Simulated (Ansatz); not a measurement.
# TiO2, pressure series

Start from TiO$_{2}$ in the rutile structure (space group P4_2/mnm, No. 136; a = 4.5481 Å, c = 2.9171 Å).

Cell and atoms are relaxed at each pressure.

Calculations: Kohn–Sham DFT with the LDA functional, run in Ansatz (a quantum-chemistry and plane-wave program) with PAW and 420 eV plane waves, no spin-orbit coupling.

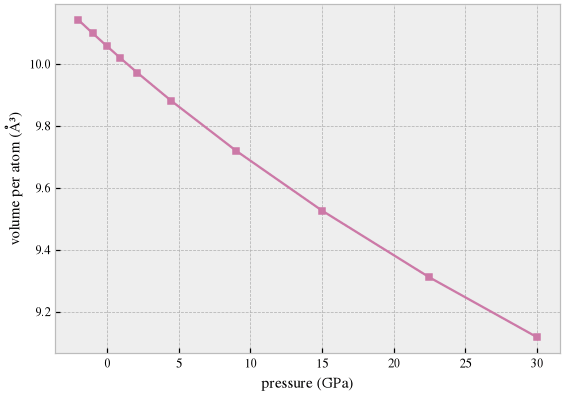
Figure. Volume per atom against pressure

```
pressure (GPa)  volume per atom
--------------  ---------------
-2                     10.14 Å³
-1                     10.10 Å³
0.9                    10.02 Å³
2.1                     9.97 Å³
4.5                     9.88 Å³
9                       9.72 Å³
15                      9.53 Å³
22.5                    9.31 Å³
30                      9.12 Å³
```

Load acts through the strain it causes; cell and atoms are relaxed under it. Whether these cells are dynamically stable was not tested. Competing high-pressure phases were not computed. The final runs are not spin-polarised.
